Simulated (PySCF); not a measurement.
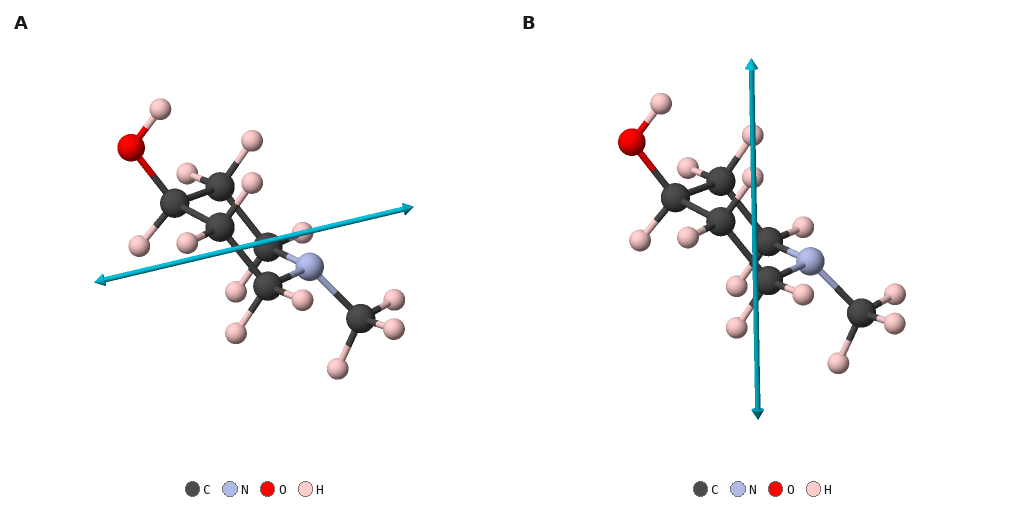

The double arrows show the directions of two transition dipoles from the ground state (lengths mean nothing). The geometry was computed by an optimisation with PBE0-D3(BJ)/def2-SVP. No frequency run is at hand to confirm it as a minimum. Properties computed with TDDFT PBE0/def2-SVPD, vertical, gas phase, core orbitals frozen in the response (PySCF 2.14.0).

> One belongs to singlet state 2 and one to singlet state 4. Which is which?

A: state 4, 6.63 eV (187 nm), oscillator strength 0.049, mainly HOMO → LUMO+2 (weight 0.95).
B: state 2, 6.20 eV (200 nm), oscillator strength 0.036, mainly HOMO → LUMO+1 (weight 0.96).
